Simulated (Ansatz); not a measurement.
**Run report: AlH3O3, molecular dynamics (part 1 of 2)**

- system: AlH3O3
- method: RKS B3LYP-D4/def2-SVP (Ansatz 0.2.0)

It belongs to a series of runs on one base structure; here: dynamics from the start. Figures and captions count atoms from 1; the log counts them from 0 in places.

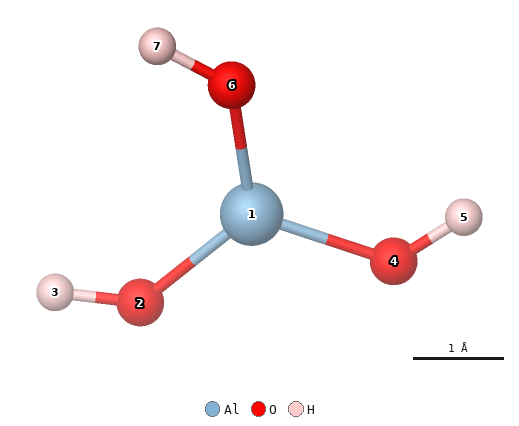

**Figure 1.** The starting structure (ball-and-stick view, seen at a tilt; atoms are numbered from 1 in the order of the input). Sticks mark near contacts. Bond lengths as drawn: Al–O 1.70 Å and H–O 0.96 Å.

## Input file
```yaml
crystal:
  periodic: [false, false, false]
  atoms:
    - { symbol: Al, position_ang: [0.018438, -0.282506, 0.087049] }
    - { symbol: O, position_ang: [-0.095034, -0.059249, 1.764003] }
    - { symbol: H, position_ang: [-0.887942, 0.010592, 2.298827] }
    - { symbol: O, position_ang: [1.590885, -0.307352, -0.546279] }
    - { symbol: H, position_ang: [1.779314, -0.45805, -1.476271] }
    - { symbol: O, position_ang: [-1.295217, -0.473486, -0.975844] }
    - { symbol: H, position_ang: [-2.229743, -0.509949, -0.760786] }
basis:
  gaussian: { orbitals: def2-SVP }
hamiltonian:
  xc: b3lyp
  dispersion: d4
md:
  timestep: 0.25
  n_steps: 150
  ensemble: nvt_langevin
  temperature: 500.0
  initial_velocities: maxwell_boltzmann
  seed: 817152
  friction: 0.001
```

Machine: 1 thread of Arm Neoverse V2, 24 GiB of memory available, shared host.

Command:
```bash
ansatz run input.yaml --threads 1 --pin off --max-ram 2048MiB --backend cpu --events-out ev --progress --plain --runs-dir out
```

## Log
```
Engine: ansatz 0.2.0, aarch64-unknown-linux-gnu
Functional definition: B3LYP
  parameter a0 = 0.2
  parameter ax = 0.72
  parameter ac = 0.81
  exchange = (1 - a0 - ax)*slater_x + ax*b88_x + a0*exact_x
  correlation = (1 - ac)*vwn_rpa_c + ac*lyp_c
746 factors; integrals over basis functions are off by at most 3.7e-4 eV
mean field evaluation 1: about -12770.4141 eV, gradient 9.1e1 eV
mean field evaluation 2: about -12743.9121 eV, gradient 1.5e2 eV
mean field evaluation 4: about -12784.7225 eV, gradient 5.8e0 eV
mean field evaluation 8: about -12784.7790 eV, gradient 6.3e-2 eV
mean field -12784.77903834 eV, -469.8319638246 hartree, gradient 1.8e-5 eV, S^2 0.000000; 0 other end points of the search recorded, 0 dependent functions left out
the calculation of the forces begins
reference -12784.77925435 eV, -469.8319717627 hartree; 20, 20 occupied and 55, 55 virtual orbitals, 746 factors
md step     0: t =     0.00 fs  T =   428.6 K  F+E_penalty+E_count = -12784.94311014 eV  E_kin = 0.387780 eV  (23 SCF iters)
these checks for a lower state are left out or cut short: starts, cluster_reference, orbital_swaps, neighbouring_geometries, increment
746 factors; integrals over basis functions are off by at most 3.7e-4 eV
mean field evaluation 16: about -12784.7789 eV, gradient 1.3e-3 eV
mean field -12784.77839510 eV, -469.8319401860 hartree, gradient 2.2e-5 eV, S^2 0.000000; 0 other end points of the search recorded, 0 dependent functions left out
the calculation of the forces begins
reference -12784.77861104 eV, -469.8319481215 hartree; 20, 20 occupied and 55, 55 virtual orbitals, 746 factors
md step     1: t =     0.25 fs  T =   437.9 K  F+E_penalty+E_count = -12784.94247443 eV  E_kin = 0.396180 eV  (24 SCF iters)
[... from here on the SCF iterations and repeated set-up lines of each step are left out, up to the last step ...]
md step     2: t =     0.50 fs  T =   438.4 K  F+E_penalty+E_count = -12784.94036274 eV  E_kin = 0.396708 eV  (24 SCF iters)
md step     3: t =     0.75 fs  T =   448.5 K  F+E_penalty+E_count = -12784.93708144 eV  E_kin = 0.405830 eV  (24 SCF iters)
md step     4: t =     1.00 fs  T =   437.6 K  F+E_penalty+E_count = -12784.93288071 eV  E_kin = 0.395971 eV  (24 SCF iters)
md step     5: t =     1.25 fs  T =   446.9 K  F+E_penalty+E_count = -12784.92816513 eV  E_kin = 0.404390 eV  (24 SCF iters)
md step     6: t =     1.50 fs  T =   447.4 K  F+E_penalty+E_count = -12784.92340445 eV  E_kin = 0.404847 eV  (24 SCF iters)
md step     7: t =     1.75 fs  T =   443.2 K  F+E_penalty+E_count = -12784.91889243 eV  E_kin = 0.401041 eV  (24 SCF iters)
md step     8: t =     2.00 fs  T =   440.0 K  F+E_penalty+E_count = -12784.91500824 eV  E_kin = 0.398143 eV  (24 SCF iters)
md step     9: t =     2.25 fs  T =   438.7 K  F+E_penalty+E_count = -12784.91180860 eV  E_kin = 0.396980 eV  (24 SCF iters)
md step    10: t =     2.50 fs  T =   443.5 K  F+E_penalty+E_count = -12784.90922664 eV  E_kin = 0.401267 eV  (24 SCF iters)
md step    11: t =     2.75 fs  T =   432.9 K  F+E_penalty+E_count = -12784.90722171 eV  E_kin = 0.391724 eV  (24 SCF iters)
md step    12: t =     3.00 fs  T =   437.2 K  F+E_penalty+E_count = -12784.90548826 eV  E_kin = 0.395573 eV  (25 SCF iters)
md step    13: t =     3.25 fs  T =   443.9 K  F+E_penalty+E_count = -12784.90358038 eV  E_kin = 0.401621 eV  (25 SCF iters)
md step    14: t =     3.50 fs  T =   456.4 K  F+E_penalty+E_count = -12784.90103184 eV  E_kin = 0.412924 eV  (25 SCF iters)
md step    15: t =     3.75 fs  T =   449.3 K  F+E_penalty+E_count = -12784.89760760 eV  E_kin = 0.406541 eV  (25 SCF iters)
md step    16: t =     4.00 fs  T =   446.4 K  F+E_penalty+E_count = -12784.89326070 eV  E_kin = 0.403926 eV  (25 SCF iters)
md step    17: t =     4.25 fs  T =   445.8 K  F+E_penalty+E_count = -12784.88799019 eV  E_kin = 0.403355 eV  (24 SCF iters)
md step    18: t =     4.50 fs  T =   435.2 K  F+E_penalty+E_count = -12784.88175624 eV  E_kin = 0.393740 eV  (24 SCF iters)
md step    19: t =     4.75 fs  T =   424.7 K  F+E_penalty+E_count = -12784.87466256 eV  E_kin = 0.384269 eV  (23 SCF iters)
md step    20: t =     5.00 fs  T =   410.5 K  F+E_penalty+E_count = -12784.86684510 eV  E_kin = 0.371445 eV  (23 SCF iters)
md step    21: t =     5.25 fs  T =   400.9 K  F+E_penalty+E_count = -12784.85861189 eV  E_kin = 0.362714 eV  (23 SCF iters)
md step    22: t =     5.50 fs  T =   395.7 K  F+E_penalty+E_count = -12784.85029049 eV  E_kin = 0.358025 eV  (23 SCF iters)
md step    23: t =     5.75 fs  T =   387.9 K  F+E_penalty+E_count = -12784.84207091 eV  E_kin = 0.350947 eV  (23 SCF iters)
md step    24: t =     6.00 fs  T =   383.1 K  F+E_penalty+E_count = -12784.83445094 eV  E_kin = 0.346670 eV  (23 SCF iters)
md step    25: t =     6.25 fs  T =   372.6 K  F+E_penalty+E_count = -12784.82767662 eV  E_kin = 0.337102 eV  (23 SCF iters)
md step    26: t =     6.50 fs  T =   359.1 K  F+E_penalty+E_count = -12784.82185145 eV  E_kin = 0.324934 eV  (23 SCF iters)
md step    27: t =     6.75 fs  T =   354.0 K  F+E_penalty+E_count = -12784.81708252 eV  E_kin = 0.320334 eV  (23 SCF iters)
md step    28: t =     7.00 fs  T =   349.5 K  F+E_penalty+E_count = -12784.81339801 eV  E_kin = 0.316198 eV  (24 SCF iters)
md step    29: t =     7.25 fs  T =   345.3 K  F+E_penalty+E_count = -12784.81071360 eV  E_kin = 0.312460 eV  (24 SCF iters)
md step    30: t =     7.50 fs  T =   339.1 K  F+E_penalty+E_count = -12784.80865720 eV  E_kin = 0.306821 eV  (24 SCF iters)
md step    31: t =     7.75 fs  T =   334.0 K  F+E_penalty+E_count = -12784.80682855 eV  E_kin = 0.302206 eV  (24 SCF iters)
md step    32: t =     8.00 fs  T =   330.1 K  F+E_penalty+E_count = -12784.80462856 eV  E_kin = 0.298674 eV  (24 SCF iters)
md step    33: t =     8.25 fs  T =   327.4 K  F+E_penalty+E_count = -12784.80163353 eV  E_kin = 0.296244 eV  (24 SCF iters)
md step    34: t =     8.50 fs  T =   317.4 K  F+E_penalty+E_count = -12784.79764208 eV  E_kin = 0.287161 eV  (24 SCF iters)
md step    35: t =     8.75 fs  T =   317.6 K  F+E_penalty+E_count = -12784.79258425 eV  E_kin = 0.287390 eV  (24 SCF iters)
md step    36: t =     9.00 fs  T =   308.8 K  F+E_penalty+E_count = -12784.78649019 eV  E_kin = 0.279410 eV  (23 SCF iters)
md step    37: t =     9.25 fs  T =   299.2 K  F+E_penalty+E_count = -12784.77954573 eV  E_kin = 0.270720 eV  (23 SCF iters)
md step    38: t =     9.50 fs  T =   293.3 K  F+E_penalty+E_count = -12784.77201482 eV  E_kin = 0.265381 eV  (23 SCF iters)
md step    39: t =     9.75 fs  T =   278.8 K  F+E_penalty+E_count = -12784.76439719 eV  E_kin = 0.252269 eV  (24 SCF iters)
md step    40: t =    10.00 fs  T =   274.9 K  F+E_penalty+E_count = -12784.75712713 eV  E_kin = 0.248771 eV  (23 SCF iters)
md step    41: t =    10.25 fs  T =   274.1 K  F+E_penalty+E_count = -12784.75048665 eV  E_kin = 0.248039 eV  (23 SCF iters)
md step    42: t =    10.50 fs  T =   266.7 K  F+E_penalty+E_count = -12784.74496564 eV  E_kin = 0.241357 eV  (23 SCF iters)
md step    43: t =    10.75 fs  T =   260.2 K  F+E_penalty+E_count = -12784.74088356 eV  E_kin = 0.235475 eV  (23 SCF iters)
md step    44: t =    11.00 fs  T =   250.6 K  F+E_penalty+E_count = -12784.73823931 eV  E_kin = 0.226718 eV  (23 SCF iters)
md step    45: t =    11.25 fs  T =   251.7 K  F+E_penalty+E_count = -12784.73688112 eV  E_kin = 0.227709 eV  (23 SCF iters)
md step    46: t =    11.50 fs  T =   257.4 K  F+E_penalty+E_count = -12784.73650887 eV  E_kin = 0.232929 eV  (24 SCF iters)
md step    47: t =    11.75 fs  T =   256.7 K  F+E_penalty+E_count = -12784.73656800 eV  E_kin = 0.232263 eV  (24 SCF iters)
md step    48: t =    12.00 fs  T =   251.4 K  F+E_penalty+E_count = -12784.73666547 eV  E_kin = 0.227427 eV  (24 SCF iters)
md step    49: t =    12.25 fs  T =   249.3 K  F+E_penalty+E_count = -12784.73642377 eV  E_kin = 0.225553 eV  (24 SCF iters)
md step    50: t =    12.50 fs  T =   246.9 K  F+E_penalty+E_count = -12784.73542931 eV  E_kin = 0.223427 eV  (24 SCF iters)
md step    51: t =    12.75 fs  T =   241.9 K  F+E_penalty+E_count = -12784.73352665 eV  E_kin = 0.218844 eV  (24 SCF iters)
md step    52: t =    13.00 fs  T =   238.4 K  F+E_penalty+E_count = -12784.73063815 eV  E_kin = 0.215667 eV  (24 SCF iters)
md step    53: t =    13.25 fs  T =   235.5 K  F+E_penalty+E_count = -12784.72680686 eV  E_kin = 0.213045 eV  (24 SCF iters)
md step    54: t =    13.50 fs  T =   239.9 K  F+E_penalty+E_count = -12784.72212988 eV  E_kin = 0.217022 eV  (24 SCF iters)
md step    55: t =    13.75 fs  T =   237.1 K  F+E_penalty+E_count = -12784.71676574 eV  E_kin = 0.214506 eV  (25 SCF iters)
md step    56: t =    14.00 fs  T =   235.2 K  F+E_penalty+E_count = -12784.71118546 eV  E_kin = 0.212807 eV  (24 SCF iters)
md step    57: t =    14.25 fs  T =   234.8 K  F+E_penalty+E_count = -12784.70609809 eV  E_kin = 0.212494 eV  (24 SCF iters)
md step    58: t =    14.50 fs  T =   230.5 K  F+E_penalty+E_count = -12784.70187611 eV  E_kin = 0.208537 eV  (24 SCF iters)
md step    59: t =    14.75 fs  T =   232.1 K  F+E_penalty+E_count = -12784.69898078 eV  E_kin = 0.210044 eV  (24 SCF iters)
md step    60: t =    15.00 fs  T =   229.1 K  F+E_penalty+E_count = -12784.69782902 eV  E_kin = 0.207319 eV  (24 SCF iters)
md step    61: t =    15.25 fs  T =   230.7 K  F+E_penalty+E_count = -12784.69832769 eV  E_kin = 0.208704 eV  (24 SCF iters)
md step    62: t =    15.50 fs  T =   229.8 K  F+E_penalty+E_count = -12784.70028134 eV  E_kin = 0.207969 eV  (24 SCF iters)
md step    63: t =    15.75 fs  T =   235.0 K  F+E_penalty+E_count = -12784.70340261 eV  E_kin = 0.212591 eV  (24 SCF iters)
md step    64: t =    16.00 fs  T =   243.1 K  F+E_penalty+E_count = -12784.70712012 eV  E_kin = 0.219938 eV  (24 SCF iters)
md step    65: t =    16.25 fs  T =   250.5 K  F+E_penalty+E_count = -12784.71066713 eV  E_kin = 0.226657 eV  (24 SCF iters)
md step    66: t =    16.50 fs  T =   251.9 K  F+E_penalty+E_count = -12784.71313604 eV  E_kin = 0.227906 eV  (24 SCF iters)
md step    67: t =    16.75 fs  T =   254.0 K  F+E_penalty+E_count = -12784.71398720 eV  E_kin = 0.229859 eV  (24 SCF iters)
md step    68: t =    17.00 fs  T =   250.4 K  F+E_penalty+E_count = -12784.71302440 eV  E_kin = 0.226536 eV  (24 SCF iters)
md step    69: t =    17.25 fs  T =   242.6 K  F+E_penalty+E_count = -12784.71038580 eV  E_kin = 0.219542 eV  (24 SCF iters)
md step    70: t =    17.50 fs  T =   237.8 K  F+E_penalty+E_count = -12784.70642609 eV  E_kin = 0.215180 eV  (24 SCF iters)
md step    71: t =    17.75 fs  T =   233.2 K  F+E_penalty+E_count = -12784.70146340 eV  E_kin = 0.211034 eV  (24 SCF iters)
md step    72: t =    18.00 fs  T =   229.3 K  F+E_penalty+E_count = -12784.69603368 eV  E_kin = 0.207471 eV  (24 SCF iters)
md step    73: t =    18.25 fs  T =   228.6 K  F+E_penalty+E_count = -12784.69089966 eV  E_kin = 0.206858 eV  (24 SCF iters)
md step    74: t =    18.50 fs  T =   223.4 K  F+E_penalty+E_count = -12784.68646105 eV  E_kin = 0.202157 eV  (24 SCF iters)
md step    75: t =    18.75 fs  T =   219.0 K  F+E_penalty+E_count = -12784.68298336 eV  E_kin = 0.198145 eV  (24 SCF iters)
md step    76: t =    19.00 fs  T =   215.0 K  F+E_penalty+E_count = -12784.68091407 eV  E_kin = 0.194528 eV  (24 SCF iters)
md step    77: t =    19.25 fs  T =   216.9 K  F+E_penalty+E_count = -12784.68023950 eV  E_kin = 0.196254 eV  (24 SCF iters)
md step    78: t =    19.50 fs  T =   220.3 K  F+E_penalty+E_count = -12784.68064210 eV  E_kin = 0.199353 eV  (24 SCF iters)
md step    79: t =    19.75 fs  T =   218.1 K  F+E_penalty+E_count = -12784.68185492 eV  E_kin = 0.197363 eV  (24 SCF iters)
md step    80: t =    20.00 fs  T =   219.3 K  F+E_penalty+E_count = -12784.68345836 eV  E_kin = 0.198428 eV  (24 SCF iters)
md step    81: t =    20.25 fs  T =   223.8 K  F+E_penalty+E_count = -12784.68511743 eV  E_kin = 0.202454 eV  (24 SCF iters)
md step    82: t =    20.50 fs  T =   223.0 K  F+E_penalty+E_count = -12784.68630058 eV  E_kin = 0.201774 eV  (24 SCF iters)
md step    83: t =    20.75 fs  T =   226.6 K  F+E_penalty+E_count = -12784.68640195 eV  E_kin = 0.205072 eV  (24 SCF iters)
md step    84: t =    21.00 fs  T =   225.7 K  F+E_penalty+E_count = -12784.68520016 eV  E_kin = 0.204247 eV  (24 SCF iters)
md step    85: t =    21.25 fs  T =   222.2 K  F+E_penalty+E_count = -12784.68264553 eV  E_kin = 0.201057 eV  (24 SCF iters)
md step    86: t =    21.50 fs  T =   217.3 K  F+E_penalty+E_count = -12784.67865967 eV  E_kin = 0.196595 eV  (24 SCF iters)
md step    87: t =    21.75 fs  T =   213.0 K  F+E_penalty+E_count = -12784.67345949 eV  E_kin = 0.192724 eV  (24 SCF iters)
md step    88: t =    22.00 fs  T =   206.8 K  F+E_penalty+E_count = -12784.66737907 eV  E_kin = 0.187104 eV  (24 SCF iters)
md step    89: t =    22.25 fs  T =   195.6 K  F+E_penalty+E_count = -12784.66091341 eV  E_kin = 0.176956 eV  (24 SCF iters)
md step    90: t =    22.50 fs  T =   189.0 K  F+E_penalty+E_count = -12784.65468165 eV  E_kin = 0.170968 eV  (24 SCF iters)
md step    91: t =    22.75 fs  T =   185.6 K  F+E_penalty+E_count = -12784.64901679 eV  E_kin = 0.167951 eV  (23 SCF iters)
md step    92: t =    23.00 fs  T =   183.5 K  F+E_penalty+E_count = -12784.64412554 eV  E_kin = 0.166024 eV  (24 SCF iters)
md step    93: t =    23.25 fs  T =   184.1 K  F+E_penalty+E_count = -12784.64026258 eV  E_kin = 0.166559 eV  (24 SCF iters)
md step    94: t =    23.50 fs  T =   181.5 K  F+E_penalty+E_count = -12784.63757704 eV  E_kin = 0.164236 eV  (24 SCF iters)
md step    95: t =    23.75 fs  T =   177.7 K  F+E_penalty+E_count = -12784.63597410 eV  E_kin = 0.160750 eV  (24 SCF iters)
md step    96: t =    24.00 fs  T =   173.6 K  F+E_penalty+E_count = -12784.63529610 eV  E_kin = 0.157060 eV  (24 SCF iters)
md step    97: t =    24.25 fs  T =   175.6 K  F+E_penalty+E_count = -12784.63552451 eV  E_kin = 0.158917 eV  (24 SCF iters)
md step    98: t =    24.50 fs  T =   178.7 K  F+E_penalty+E_count = -12784.63617950 eV  E_kin = 0.161712 eV  (24 SCF iters)
md step    99: t =    24.75 fs  T =   181.5 K  F+E_penalty+E_count = -12784.63661567 eV  E_kin = 0.164195 eV  (24 SCF iters)
md step   100: t =    25.00 fs  T =   181.8 K  F+E_penalty+E_count = -12784.63638562 eV  E_kin = 0.164515 eV  (24 SCF iters)
md step   101: t =    25.25 fs  T =   178.9 K  F+E_penalty+E_count = -12784.63516578 eV  E_kin = 0.161871 eV  (24 SCF iters)
md step   102: t =    25.50 fs  T =   176.0 K  F+E_penalty+E_count = -12784.63276073 eV  E_kin = 0.159225 eV  (24 SCF iters)
md step   103: t =    25.75 fs  T =   178.4 K  F+E_penalty+E_count = -12784.62895484 eV  E_kin = 0.161418 eV  (24 SCF iters)
md step   104: t =    26.00 fs  T =   171.1 K  F+E_penalty+E_count = -12784.62390779 eV  E_kin = 0.154801 eV  (24 SCF iters)
md step   105: t =    26.25 fs  T =   169.8 K  F+E_penalty+E_count = -12784.61792346 eV  E_kin = 0.153596 eV  (25 SCF iters)
md step   106: t =    26.50 fs  T =   163.0 K  F+E_penalty+E_count = -12784.61124228 eV  E_kin = 0.147499 eV  (25 SCF iters)
md step   107: t =    26.75 fs  T =   155.5 K  F+E_penalty+E_count = -12784.60448642 eV  E_kin = 0.140678 eV  (25 SCF iters)
md step   108: t =    27.00 fs  T =   145.9 K  F+E_penalty+E_count = -12784.59850508 eV  E_kin = 0.131991 eV  (25 SCF iters)
md step   109: t =    27.25 fs  T =   135.8 K  F+E_penalty+E_count = -12784.59380798 eV  E_kin = 0.122864 eV  (25 SCF iters)
md step   110: t =    27.50 fs  T =   134.0 K  F+E_penalty+E_count = -12784.59075640 eV  E_kin = 0.121211 eV  (25 SCF iters)
md step   111: t =    27.75 fs  T =   132.7 K  F+E_penalty+E_count = -12784.58928223 eV  E_kin = 0.120079 eV  (25 SCF iters)
md step   112: t =    28.00 fs  T =   134.0 K  F+E_penalty+E_count = -12784.58903243 eV  E_kin = 0.121281 eV  (25 SCF iters)
md step   113: t =    28.25 fs  T =   130.7 K  F+E_penalty+E_count = -12784.58986554 eV  E_kin = 0.118254 eV  (25 SCF iters)
md step   114: t =    28.50 fs  T =   130.2 K  F+E_penalty+E_count = -12784.59135647 eV  E_kin = 0.117795 eV  (25 SCF iters)
md step   115: t =    28.75 fs  T =   131.9 K  F+E_penalty+E_count = -12784.59300754 eV  E_kin = 0.119376 eV  (25 SCF iters)
md step   116: t =    29.00 fs  T =   132.1 K  F+E_penalty+E_count = -12784.59448029 eV  E_kin = 0.119515 eV  (25 SCF iters)
md step   117: t =    29.25 fs  T =   131.3 K  F+E_penalty+E_count = -12784.59554366 eV  E_kin = 0.118788 eV  (25 SCF iters)
md step   118: t =    29.50 fs  T =   132.0 K  F+E_penalty+E_count = -12784.59597271 eV  E_kin = 0.119398 eV  (25 SCF iters)
md step   119: t =    29.75 fs  T =   134.7 K  F+E_penalty+E_count = -12784.59574742 eV  E_kin = 0.121917 eV  (25 SCF iters)
md step   120: t =    30.00 fs  T =   136.6 K  F+E_penalty+E_count = -12784.59493961 eV  E_kin = 0.123603 eV  (25 SCF iters)
md step   121: t =    30.25 fs  T =   131.7 K  F+E_penalty+E_count = -12784.59353134 eV  E_kin = 0.119150 eV  (24 SCF iters)
md step   122: t =    30.50 fs  T =   127.0 K  F+E_penalty+E_count = -12784.59158606 eV  E_kin = 0.114937 eV  (25 SCF iters)
md step   123: t =    30.75 fs  T =   125.0 K  F+E_penalty+E_count = -12784.58954120 eV  E_kin = 0.113059 eV  (24 SCF iters)
md step   124: t =    31.00 fs  T =   120.3 K  F+E_penalty+E_count = -12784.58781001 eV  E_kin = 0.108858 eV  (24 SCF iters)
md step   125: t =    31.25 fs  T =   116.8 K  F+E_penalty+E_count = -12784.58649124 eV  E_kin = 0.105671 eV  (22 SCF iters)
md step   126: t =    31.50 fs  T =   118.5 K  F+E_penalty+E_count = -12784.58563845 eV  E_kin = 0.107230 eV  (22 SCF iters)
md step   127: t =    31.75 fs  T =   122.7 K  F+E_penalty+E_count = -12784.58562491 eV  E_kin = 0.111027 eV  (22 SCF iters)
md step   128: t =    32.00 fs  T =   122.9 K  F+E_penalty+E_count = -12784.58649955 eV  E_kin = 0.111164 eV  (22 SCF iters)
md step   129: t =    32.25 fs  T =   125.1 K  F+E_penalty+E_count = -12784.58838401 eV  E_kin = 0.113185 eV  (22 SCF iters)
md step   130: t =    32.50 fs  T =   130.5 K  F+E_penalty+E_count = -12784.59143939 eV  E_kin = 0.118063 eV  (22 SCF iters)
md step   131: t =    32.75 fs  T =   132.0 K  F+E_penalty+E_count = -12784.59538675 eV  E_kin = 0.119433 eV  (22 SCF iters)
md step   132: t =    33.00 fs  T =   140.6 K  F+E_penalty+E_count = -12784.59980932 eV  E_kin = 0.127186 eV  (24 SCF iters)
md step   133: t =    33.25 fs  T =   144.1 K  F+E_penalty+E_count = -12784.60416364 eV  E_kin = 0.130428 eV  (24 SCF iters)
md step   134: t =    33.50 fs  T =   148.1 K  F+E_penalty+E_count = -12784.60794127 eV  E_kin = 0.133982 eV  (24 SCF iters)
md step   135: t =    33.75 fs  T =   149.1 K  F+E_penalty+E_count = -12784.61073568 eV  E_kin = 0.134873 eV  (24 SCF iters)
md step   136: t =    34.00 fs  T =   150.3 K  F+E_penalty+E_count = -12784.61225983 eV  E_kin = 0.135989 eV  (24 SCF iters)
md step   137: t =    34.25 fs  T =   147.7 K  F+E_penalty+E_count = -12784.61231888 eV  E_kin = 0.133619 eV  (24 SCF iters)
md step   138: t =    34.50 fs  T =   148.5 K  F+E_penalty+E_count = -12784.61117707 eV  E_kin = 0.134379 eV  (24 SCF iters)
md step   139: t =    34.75 fs  T =   148.3 K  F+E_penalty+E_count = -12784.60929984 eV  E_kin = 0.134199 eV  (24 SCF iters)
md step   140: t =    35.00 fs  T =   142.9 K  F+E_penalty+E_count = -12784.60710974 eV  E_kin = 0.129261 eV  (24 SCF iters)
md step   141: t =    35.25 fs  T =   136.7 K  F+E_penalty+E_count = -12784.60523167 eV  E_kin = 0.123729 eV  (22 SCF iters)
md step   142: t =    35.50 fs  T =   135.8 K  F+E_penalty+E_count = -12784.60428794 eV  E_kin = 0.122839 eV  (24 SCF iters)
md step   143: t =    35.75 fs  T =   132.3 K  F+E_penalty+E_count = -12784.60461414 eV  E_kin = 0.119731 eV  (23 SCF iters)
md step   144: t =    36.00 fs  T =   135.3 K  F+E_penalty+E_count = -12784.60615059 eV  E_kin = 0.122431 eV  (23 SCF iters)
md step   145: t =    36.25 fs  T =   139.3 K  F+E_penalty+E_count = -12784.60863780 eV  E_kin = 0.126043 eV  (23 SCF iters)
md step   146: t =    36.50 fs  T =   143.8 K  F+E_penalty+E_count = -12784.61202696 eV  E_kin = 0.130140 eV  (22 SCF iters)
md step   147: t =    36.75 fs  T =   150.5 K  F+E_penalty+E_count = -12784.61618852 eV  E_kin = 0.136181 eV  (22 SCF iters)
md step   148: t =    37.00 fs  T =   158.1 K  F+E_penalty+E_count = -12784.62075631 eV  E_kin = 0.143008 eV  (22 SCF iters)
```
